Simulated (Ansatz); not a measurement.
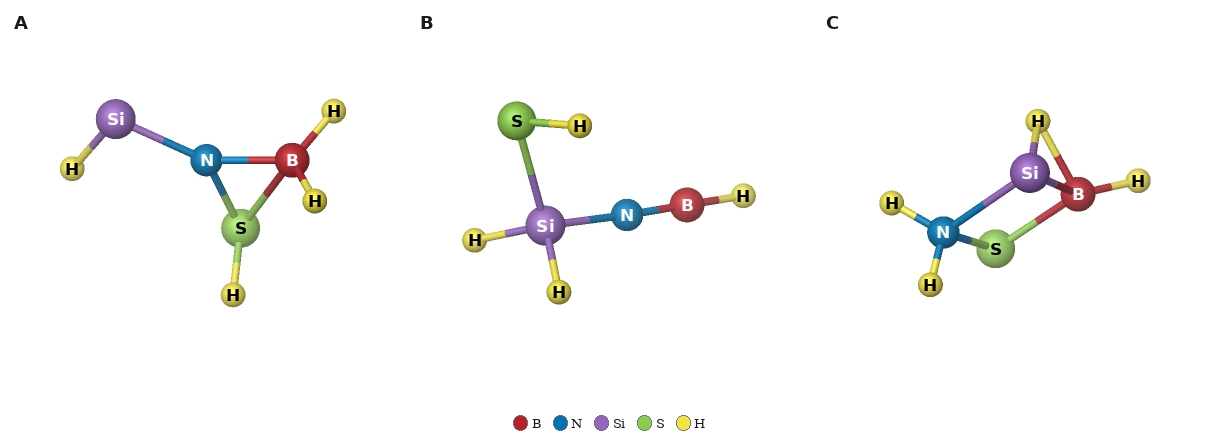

3 stationary structures of one formula. Geometries: PBE0-D4/def2-TZVP. Electronic energies: RHF-CCSD(T) (frozen core)/def2-TZVPP (Ansatz 0.2.0), without zero-point energy. No frequency run is at hand to confirm each as a minimum. Each is one conformer, not always the lowest.

### Which structure is the most stable?

B is lowest (C1); A lies 300.3 kJ/mol above it (C1), C lies 316.7 kJ/mol above it (C1).
